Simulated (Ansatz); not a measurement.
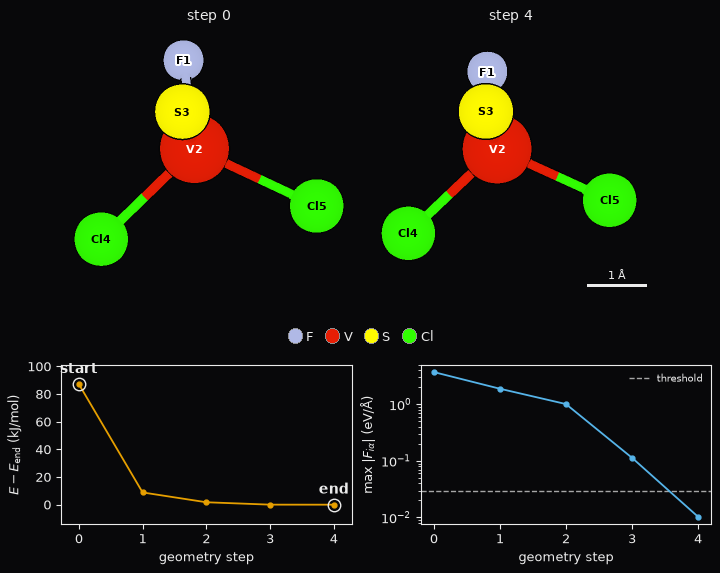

First and last geometry of a relaxation of VSCl2F (coarse preliminary run), with the history of the run. Style: ball-and-stick. Shown at a tilt.

The start comes from a force field.

Computed with Ansatz 0.2.0, RKS PBE-D4/def2-SVP. (force threshold 0.03 eV/Å; at most 200 steps)

What do the curves and the structures tell?

Answer. It converged. After 4 geometry steps the energy has fallen by 87.2 kJ/mol. The largest force component goes from 3.7 to 0.01 eV/Å. F1 moves most after the best rigid fit: 0.21 Å. Largest moves by element: F 0.21 Å, Cl 0.18 Å, V 0.04 Å, S 0.03 Å. Among the contacts that change: F1–V2 1.934 → 1.712 Å, V2–Cl5 2.339 → 2.142 Å, V2–Cl4 2.273 → 2.142 Å, V2–S3 1.970 → 2.009 Å. The run took of the order of 21 core-seconds on a shared host.

```tsv
step	E − E(0), kJ/mol	largest force component, eV/Å
0	0.00	3.7290
1	-78.35	1.8930
2	-85.45	1.0140
3	-87.19	0.1138
4	-87.21	0.0103
```
